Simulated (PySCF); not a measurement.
# Cl$_{4}$Si, SMILES `Cl[Si](Cl)(Cl)Cl`: electronic structure

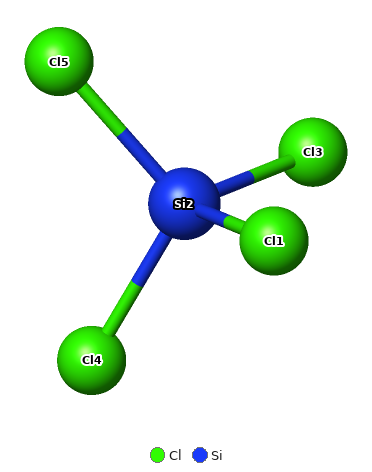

The molecule, with its atoms numbered as below. No frequency check shows the geometry to be a minimum.

Geometry (Å), atoms numbered from 1:

```
Cl1      1.1631   -0.8544    1.4052
Si2     -0.0001    0.0000    0.0000
Cl3      1.1631    0.8544   -1.4052
Cl4     -1.1630   -1.4054   -0.8543
Cl5     -1.1630    1.4054    0.8543
```

Part 1: Bonding charge

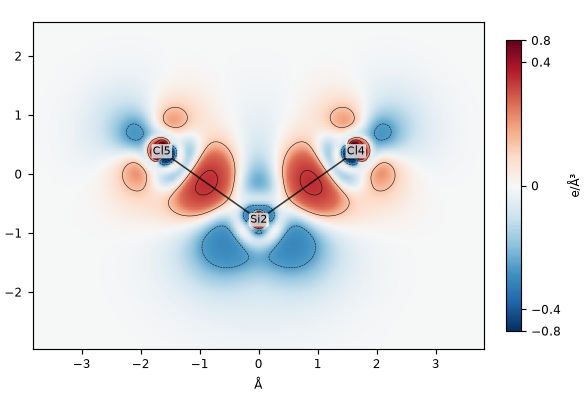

Deformation density (molecule less spherical, spin-averaged free atoms) in the plane of Si2, Cl4 and Cl5; colour scale in e/Å³, logarithmic beyond ±0.1; red: gain, blue: loss.

Computed with PySCF, PBE0/def2-TZVP, geometry: GFN2-xTB.

> How much density has each bond in this plane gained at its critical point, relative to the free atoms?

Si2–Cl4 and Si2–Cl5: +0.10 e/Å³ at the bond critical point (bond length 2.01 Å, Mayer order 1.2). In all, 1.0 electrons gather in the regions of gain relative to the promolecule. A small or negative value marks a very polar bond, one between electron-rich atoms, whose free-atom densities already overlap strongly, a long bond to a heavier atom, or a closed-shell contact such as a hydrogen bond.

> Where do the Hirshfeld charges lie?

The highest Hirshfeld charge is on Si2 (+0.32 e), the lowest on Cl1, Cl3, Cl4 and Cl5 (−0.08 e).

Part 2: Electrostatic potential

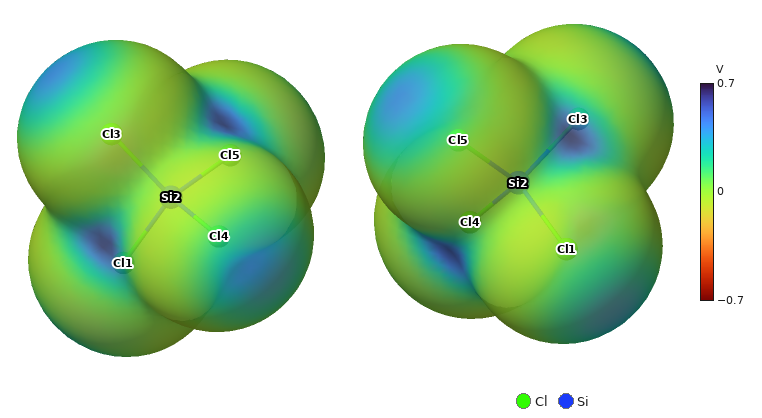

Electrostatic potential on the surface of electron density 0.001 a.u. (back view left, front view right).

> Where are the extremes of the potential on the surface?

Highest: 0.63 V, off the Si2–Cl5 bond (2.3 to 2.4 Å from its atoms), and at like points elsewhere. Further maxima include 0.41 V, 2.0 Å from Cl5. Lowest: −0.06 V, 2.1 Å from Cl1, and at like points elsewhere. The surface is sampled at points, so like sites can differ by a few per cent and only the strongest of them is named.

> Does Cl5 carry a σ-hole?

Yes: a local maximum of +0.41 V lies on the extension of the Si2–Cl5 bond.

> What volume does the surface enclose, and what is the dipole moment?

About 138 Å³; the dipole moment is 0.0 D.

Part 3: In an electric field

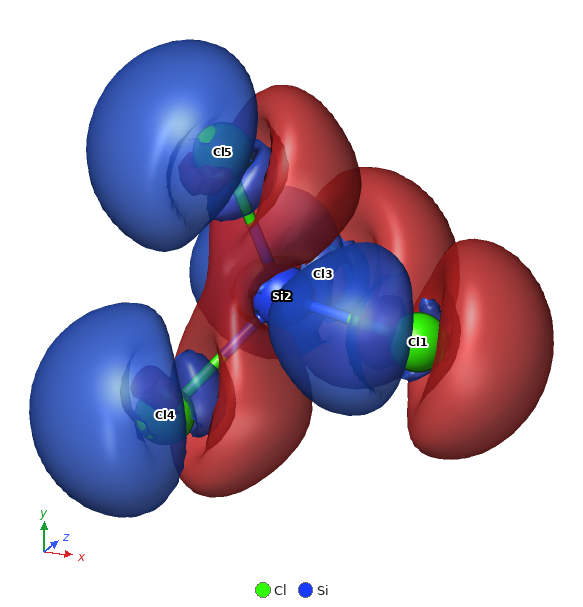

Change of the electron density in a uniform field of 0.21 V/Å, surfaces at ±0.001 e/Å³ (red: gain, blue: loss).

Method: PBE0/def2-TZVP; geometry: GFN2-xTB; program: PySCF. A basis without diffuse functions makes polarisabilities too small.

The field was applied in both directions; the picture shows the one opposite to the script's first.

> Along which Cartesian direction does the field point?

Along −x: electrons gather on the +x side, against the field.

> What dipole is induced, and what polarisability does it imply?

The induced dipole is 0.68 D (along the field); α along this axis, from the fields in both directions, is 67 bohr³ (9.9 Å³).

The PySCF runs shown took 14 s and 39 s on 1 thread of Intel(R) Xeon(R) Platinum 8488C (Sapphire Rapids), on a shared host.
